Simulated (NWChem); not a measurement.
# GeF2 (SMILES [F][Ge][F]): levels of theory compared

We compute a comparison of 4 runs (HF/STO-3G, HF/3-21G, B3LYP/6-31G*) of GeF2. 

Program for the calculation: NWChem 7.3.0.

### Step 1. The molecule

The species is GeF2 (3 atoms), meant as a singlet with charge 0. As SMILES, `[F][Ge][F]`. One bond was lengthened or shortened from a relaxed shape.

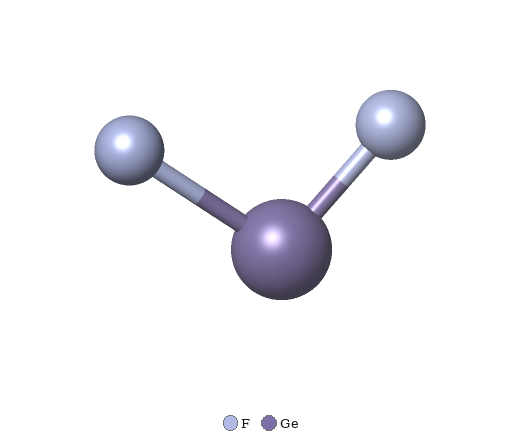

The structure, seen from a chosen angle (fluorine light blue, germanium purple).

### Step 2. A single-point energy at HF/STO-3G (run 1)

Input file run.nw:

```
start run
title "F2Ge"
memory 2200 mb

geometry noautosym nocenter noautoz
  F     -0.872912    -1.222792    -0.620157
  Ge     0.637500    -0.295200     0.320200
  F      0.027600     1.332100     0.164100
end

basis spherical bse
  F library STO-3G
  Ge library STO-3G
end

scf
  singlet
  rhf
  thresh 1e-08
  maxiter 80
  noprint "final vectors analysis"
end

task scf energy
```

The run is started by

```console
$ nwchem run.nw > run.out
```

Log:

```text
[...]
  functions       =    28
[...]
  wavefunction    = RHF
[...]
         Total SCF energy =  -2247.773274107213
      One-electron energy =  -3517.388551761357
      Two-electron energy =   1091.116615114919
 Nuclear repulsion energy =    178.498662539225
        Time for solution =      1.3s
[...]
```

It took 1.9 s on 1 thread of Intel Xeon Platinum 8488C (Sapphire Rapids), shared host; peak memory 0.096 GiB.

### Step 3. A single-point energy at HF/3-21G (run 2)

Input file run.py:

```python
from ase import Atoms
from ase.calculators.nwchem import NWChem

system = Atoms('FGeF', positions=[
    [-0.872912, -1.222792, -0.620157],
    [0.637500, -0.295200, 0.320200],
    [0.027600, 1.332100, 0.164100],
])

calc = NWChem(
    label='struct',
    theory='scf',
    memory='2200 mb',
    basis='3-21G',
    basispar='spherical bse',
    scf={'nopen': '0', 'rhf': None, 'thresh': '1e-08', 'maxiter': '80'},
    task='energy',
)
system.calc = calc

print("Total energy (eV):", round(system.get_potential_energy(), 6))
print("dipole (e A):", system.get_dipole_moment().round(4))
```

The run is started by

```console
$ export ASE_NWCHEM_COMMAND="nwchem PREFIX.nwi > PREFIX.nwo"
$ python run.py
```

Log:

```text
Total energy (eV): -61584.781889
dipole (e A): [ 0.6706 -0.0639  0.3644]
```

The calculator wrote struct.nwi:

```
title "struct"

permanent_dir struct

scratch_dir struct

start struct

geometry units angstrom nocenter noautosym noautoz
  F  -8.7291200000000002e-01 -1.2227920000000001e+00 -6.2015699999999996e-01
  Ge 6.3749999999999996e-01 -2.9520000000000002e-01 3.2019999999999998e-01
  F  2.7600000000000000e-02 1.3321000000000001e+00 1.6410000000000000e-01
end

memory 2200 mb

basis spherical bse noprint
   * library 3-21G
end

scf
  nopen 0
  rhf
  thresh 1e-08
  maxiter 80
end

task scf energy
```

struct.nwo:

```text
Northwest Computational Chemistry Package (NWChem) 7.3.0
             --------------------------------------------------------

           Job information
           ---------------

    nwchem branch   = 7.3.0
    use scalapack   = T
    input           = struct.nwi
    prefix          = struct.
    data base       = struct/struct.db
    status          = startup
    nproc           =        1

           Memory information
           ------------------

[... 5 lines left out ...]
    hardfail = no
[... 102 lines left out ...]
         Quadratically convergent ROHF
[... 14 lines left out ...]
       Final RHF  results
[... 4 lines left out ...]
      Two-electron energy =   1076.422655424564
[... 44 lines left out ...]
                       ROHF Final Molecular Orbital Analysis
[... 182 lines left out ...]
       Multipole analysis of the density wrt the origin
       ------------------------------------------------

     L   x y z        total         open         nuclear
     -   - - -        -----         ----         -------
     0   0 0 0     -0.000000      0.000000     50.000000

     1   1 0 0      1.267265      0.000000     24.173738
[... 8 lines of this table left out ...]
     2   0 0 2    -17.548404      0.000000     24.942488

 Task  times  cpu:        1.4s     wall:        1.4s
 Total times  cpu:        1.4s     wall:        1.4s
```

Run time: 2.4 s. Hardware: 1 thread of Intel Xeon Platinum 8488C (Sapphire Rapids), shared host; peak memory 0.097 GiB.

Run 3 isn't shown in full; the table further down has it.

### Step 4. A single-point energy at B3LYP/6-31G(d) (Cartesian functions) (run 4)

Input file job.nw:

```
start job
title "F2Ge"
memory 2200 mb
charge 0
geometry units angstrom noautosym nocenter noautoz
  F     -0.872912    -1.222792    -0.620157
  Ge     0.637500    -0.295200     0.320200
  F      0.027600     1.332100     0.164100
end
basis "ao basis"
  * library 6-31G*
end
dft
  xc b3lyp
  grid xfine
  convergence energy 1e-08
  iterations 100
  mulliken
  noprint "final vectors analysis"
end
task dft
```

The run is started by

```console
$ nwchem job.nw > job.out
```

Log:

```text
[...]
          Wavefunction type:  closed shell.
          No. of atoms     :     3
          No. of electrons :    50
[...]
          Charge           :     0
          Spin multiplicity:     1
[...]
          AO basis - number of functions:    65
[...]
              XC Information
              --------------
                         B3LYP Method XC Potential
                     Hartree-Fock (Exact) Exchange  0.200
                        Slater Exchange Functional  0.800 local
                    Becke 1988 Exchange Functional  0.720 non-local
              Lee-Yang-Parr Correlation Functional  0.810
                  VWN I RPA Correlation Functional  0.190 local
[...]
 d= 0,ls=0.0,diis     1  -2276.3522772846 -2.45D+03  4.32D-02  1.86D+00     1.4
[...]
 d= 0,ls=0.0,diis    11  -2276.5030712683 -9.61D-09  6.95D-07  2.89D-09    11.0
         Total DFT energy =    -2276.503071268261
      One electron energy =    -3528.546861902777
           Coulomb energy =     1173.521747592125
    Exchange-Corr. energy =      -99.976619496834
 Nuclear repulsion energy =      178.498662539225
[...]
      Total Density - Mulliken Population Analysis
     ---------------------------------------------
    Atom       Charge   Shell Charges
 -----------   ------   -------------------------------------------------------
    1 F    9     9.42   1.99  0.95  3.25  0.99  2.19  0.04
    2 Ge  32    31.21   2.00  1.99  6.00  1.93  5.99  1.66  1.02  0.32  0.17  6.93  2.98  0.22
    3 F    9     9.37   1.99  0.95  3.28  0.96  2.12  0.06
[...]
```

It took 12 s on 1 thread of Intel Xeon Platinum 8488C (Sapphire Rapids), shared host; peak memory 0.12 GiB.

### Step 5. Overview of the runs

```tsv
run	level	iteration cap	module	energy (Eh)	dipole moment (D)	wall time
1	HF/STO-3G	80	scf	-2247.773274	1.45	1.9 s
2	HF/3-21G	80	scf	-2263.199009	3.68	2.4 s
3	B3LYP/6-31G* (spherical functions)	100	dft	-2276.494499	3.16	11 s
4	B3LYP/6-31G* (Cartesian functions)	100	dft	-2276.503071	3.17	12 s
```

### Step 6. Outcome

| quantity | value |
| --- | --- |
| run 4: total energy | -2276.50307 Eh |
| run 4: dipole moment | 3.17 D |

**Reading.** The dipole moment (its size) runs from 1.45 D (HF/STO-3G) to 3.68 D (HF/3-21G). In run 1 the basis is minimal, so the values are rough. All runs together took 27 s, the longest 12 s.
